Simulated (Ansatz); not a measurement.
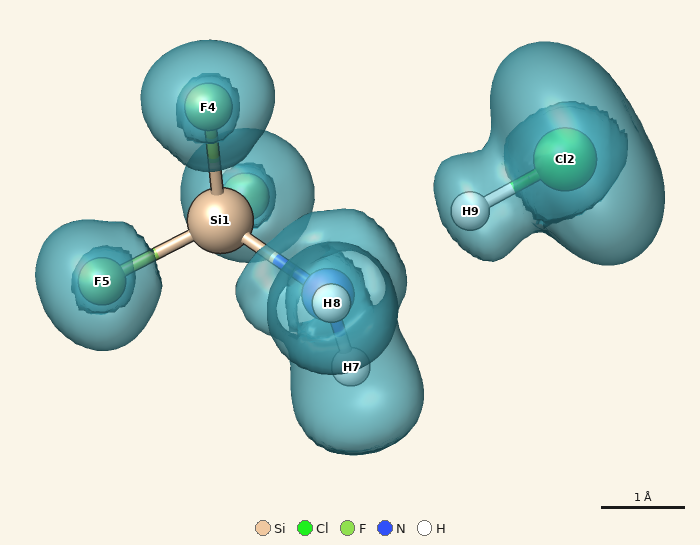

The picture shows: F3H2NSi···HCl. Isosurface of the ELF at 0.75 (cyan), seen at a tilt. Core shells and regions of very low density are left out.

All numbers below come from RKS B3LYP/def2-SVP (Ansatz 0.2.0).

Input

```
crystal:
  periodic: [false, false, false]
  atoms:
    - { symbol: Si, position_ang: [-0.531583, -0.064853, -0.326546] }
    - { symbol: Cl, position_ang: [0.028193, 0.951452, 2.80499] }
    - { symbol: F, position_ang: [0.765867, -0.804186, 0.247326] }
    - { symbol: F, position_ang: [-0.192102, 1.482762, -0.54166] }
    - { symbol: F, position_ang: [-0.803717, -0.733313, -1.762483] }
    - { symbol: "N", position_ang: [-1.959526, -0.306139, 0.690598] }
    - { symbol: H, position_ang: [-2.671169, -0.925772, 0.310015] }
    - { symbol: H, position_ang: [-2.385509, 0.540191, 1.064719] }
    - { symbol: H, position_ang: [-0.700755, -0.140142, 2.558141] }
basis:
  gaussian: { orbitals: def2-SVP }
hamiltonian:
  xc: b3lyp
relax:
  f_tol: 0.03
  max_steps: 50
output:
  orbitals: {}
```

Run with:

```sh
ansatz run input.yaml --threads 2 --pin off --max-ram 3072MiB --backend cpu --events-out ev --progress --plain --runs-dir out
```

The fields are those of the run's last geometry, not of the input's.

### Describe the localisation domains.

The surface consists of three regions wrapped around F (its lone pairs, merged into a ring or cap), one joined region spread over several atoms (Cl, H), in which their bonds and any lone pairs are merged and one joined region spread over several atoms (H, N), in which their bonds and any lone pairs are merged. Along the contacts the grid gives the following. N6···H9 (2.00 Å): the ELF dips to about 0.15 between them. Si–F (1.60 Å): the ELF peaks at about 0.85 in the valence shell of F, 0.6 Å from its nucleus, and is about 0.45 at the midpoint.
